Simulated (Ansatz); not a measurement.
AlH5OSn···H2

```xyz
10

Sn   -0.1807   -0.1605   -0.5300
H    -0.5003    0.8850    2.2053
H     0.8973   -0.9357    0.5456
H     0.1052    1.5201   -0.6620
H    -0.1834   -0.9226   -2.0698
O    -2.0114   -0.3494    0.1701
Al   -3.4710   -1.2165    0.2337
H    -3.6479   -2.5296   -0.6465
H    -4.6202   -0.6603    1.1752
H    -1.1214    0.6313    1.9455
```

Core potentials replace the inner electrons of Sn; not at a stationary point (largest force 1.9 eV/Å).

The calculation used Ansatz 0.2.0, RKS PBE0/def2-SVP.

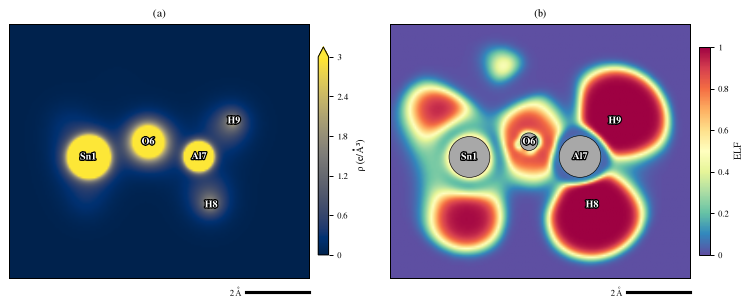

Figure 1. (a) electron density; (b) electron localisation function on the plane of atoms Sn1, O6 and Al7. Grey discs cover the atomic cores in the ELF map.

> Interpret the plot.

- Atoms in the plane: Sn, O, Al and H.
- Al–O (1.70 Å): ρ is about 0.82 e/Å³ halfway; the ELF peaks at about 0.85 in the valence shell of O, 0.6 Å from its nucleus, and is about 0.40 at the midpoint.
- Sn–O (1.97 Å): ρ at the midpoint is about 0.73 e/Å³; the ELF peaks at about 0.80 in the valence shell of O, 0.6 Å from its nucleus, and drops to about 0.15 between the two atoms.
- Al–H (1.59 Å): ρ is about 0.53 e/Å³ halfway; the ELF climbs to about 1 towards the hydrogen.
- The ELF also peaks beside O6, away from the bonds: lone-pair regions.

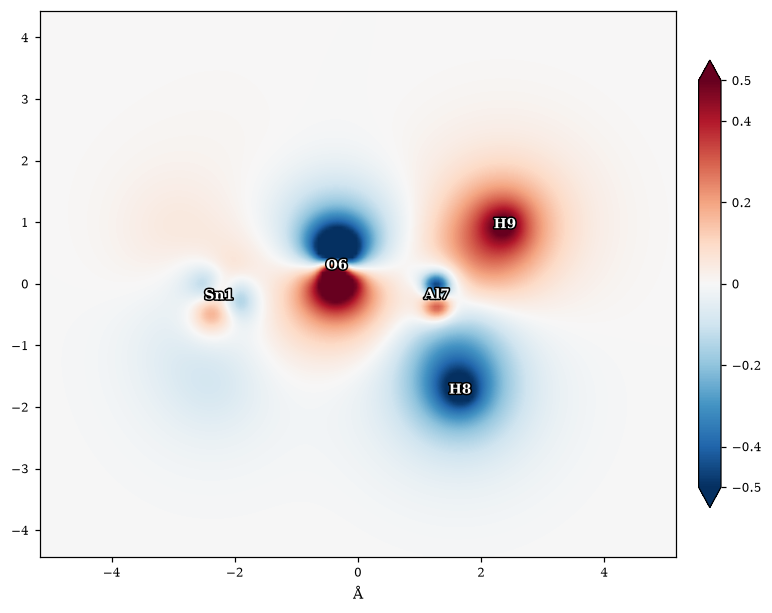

Figure 2. One frontier orbital on the plane of atoms Sn1, O6 and Al7 (values in Å⁻³ᐟ²; the overall sign is arbitrary).

> Which orbital is it: HOMO or LUMO?

The HOMO, at −7.81 eV. It lies mainly on O6 (about 30 %), H8 (about 25 %), Al7 (about 20 %) and H9 (about 20 %).
